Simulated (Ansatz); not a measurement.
# Effect of Ge → B on ZnGeP2

The reference is ZnGeP2 in the chalcopyrite structure (space group I-42d, No. 122; a = 5.4242 Å, c = 10.7096 Å).

Perturbation: every Ge is replaced by B; the structure is relaxed again.

Computed with Kohn–Sham DFT with the PBEsol functional, run in Ansatz (an electronic-structure program) with PAW and 420 eV plane waves, without spin-orbit coupling, earlier PAW set. k-mesh 13×13×13 (Γ-centred); smearing 0.05 eV (Fermi–Dirac), for the changed cell.

```csv
quantity,base,changed,shift
density,4.22 g/cm³,3.84 g/cm³,-0.38 g/cm³
lattice parameter a,5.424 Å,5.052 Å,-0.3726 Å
c/a ratio,1.974,1.855,-0.119
space group,I-42d (No. 122),I-42d (No. 122),–
shortest interatomic distance,2.334 Å,1.978 Å,-0.356 Å
band gap,1.07 eV,zero,–
```

Final structure:

```
ZnBP2
1.0
   -2.52577     2.52577     4.68525
    2.52577    -2.52577     4.68525
    2.52577     2.52577    -4.68525
Zn B P
2 2 4
Direct
  0.00000   0.00000   0.00000
  0.75000   0.25000   0.50000
  0.50000   0.50000   0.00000
  0.25000   0.75000   0.50000
  0.37500   0.43247   0.55747
  0.87500   0.81753   0.44253
  0.18247   0.62500   0.05747
  0.56753   0.12500   0.94253
```

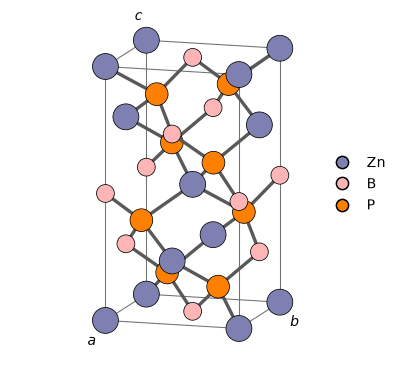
Figure. The relaxed conventional cell after the change

Stability against distortions was not tested. As relaxed here, ZnBP2 is a hypothetical phase, not in the database extracts checked. The final runs are not spin-polarised.
